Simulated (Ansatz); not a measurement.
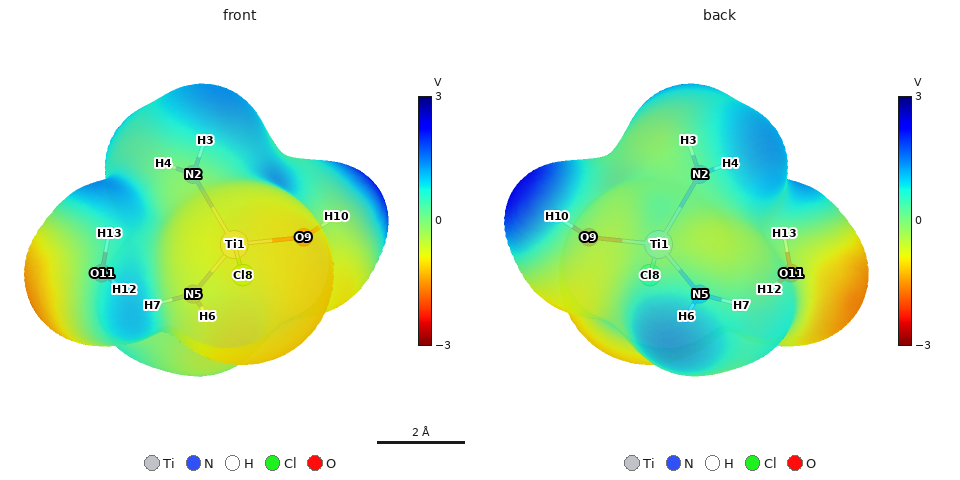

ClH$_{5}$N$_{2}$OTi···H$_{2}$O. The electrostatic potential painted on the density surface at 0.001 e/bohr³, seen from the front and from behind; red is negative and blue positive.

All numbers below come from RHF/def2-SVP (Ansatz).

Input file:

```
crystal:
  periodic: [false, false, false]
  atoms:
    - { symbol: Ti, position_ang: [-0.096216, -0.154218, 0.092755] }
    - { symbol: "N", position_ang: [-0.100151, -0.013097, 2.089382] }
    - { symbol: H, position_ang: [-0.95803, -0.040639, 2.611846] }
    - { symbol: H, position_ang: [0.638739, -0.428491, 2.629264] }
    - { symbol: "N", position_ang: [1.62956, -0.167149, -0.501681] }
    - { symbol: H, position_ang: [2.062743, -0.869616, -1.071498] }
    - { symbol: H, position_ang: [2.195897, 0.654558, -0.38139] }
    - { symbol: Cl, position_ang: [-1.453201, 1.445985, -0.748359] }
    - { symbol: O, position_ang: [-0.72757, -1.706873, -0.391243] }
    - { symbol: H, position_ang: [-1.275043, -2.461219, -0.256966] }
    - { symbol: O, position_ang: [1.446749, 2.373097, 1.090991] }
    - { symbol: H, position_ang: [2.222558, 2.620693, 1.566007] }
    - { symbol: H, position_ang: [0.845465, 2.00947, 1.760891] }
basis:
  gaussian: { orbitals: def2-SVP }
hamiltonian:
  xc: hf
relax:
  f_tol: 0.03
  max_steps: 50
output:
  orbitals: {}
```

Command:

```sh
ansatz run input.yaml --threads 4 --pin off --max-ram 5120MiB --backend cpu --events-out ev --progress --plain --runs-dir out
```

The fields are those of the relaxed geometry.

Question: Describe the electrostatic potential map.

Answer: The most negative region (about −1.6 V, or −37 kcal/mol for a unit charge) lies over O11, the most positive (about +2.3 V, or +53 kcal/mol for a unit charge) over H10. O11 is the likeliest acceptor of a hydrogen bond.
